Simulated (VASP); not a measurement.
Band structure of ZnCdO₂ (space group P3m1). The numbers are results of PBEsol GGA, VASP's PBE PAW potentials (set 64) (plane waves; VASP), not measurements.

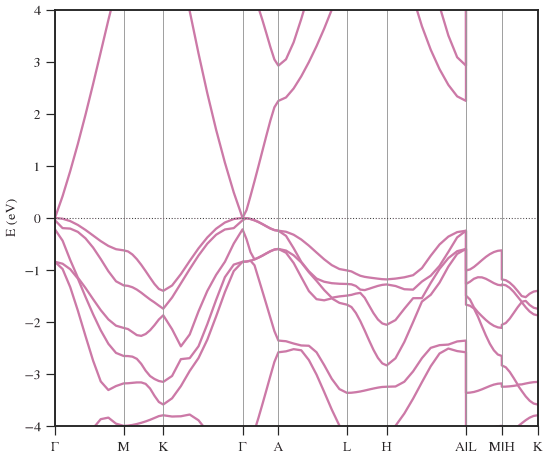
Bands along high-symmetry lines, zero at the valence-band maximum or, without a gap, the Fermi level

### Question
Read the plot: is there a gap, and where are the band edges?

### Answer
It has no gap at this level: it comes out as a metal or semimetal. (Edges off the drawn lines would not show.)

The structure comes from a computed database's ZnCdO2 entry (P3m1); how it stands against other phases isn't given here. It was relaxed first, which changed the volume by -5 %.
